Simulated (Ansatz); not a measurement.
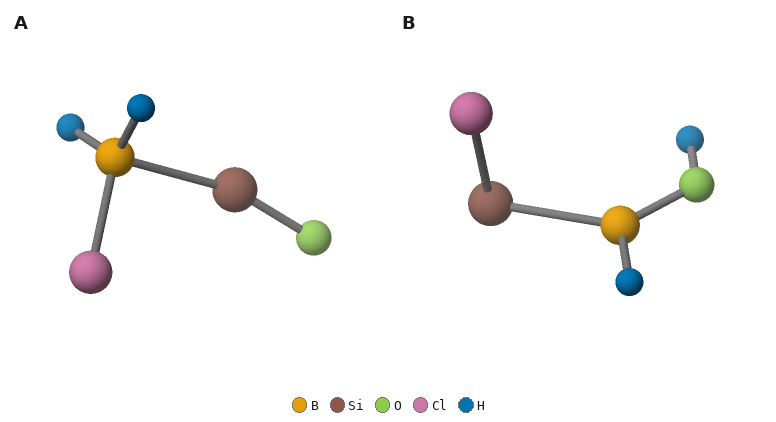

2 stationary structures of one formula. Geometries: PBE0-D4/def2-TZVP. Electronic energies: PBE0-D4/def2-TZVP (Ansatz 0.2.0), without zero-point energy. No frequency run is at hand to confirm each as a minimum.

### Rank them by energy, lowest first.

B is lowest (C1); A lies 25.3 kJ/mol above it (Cs).
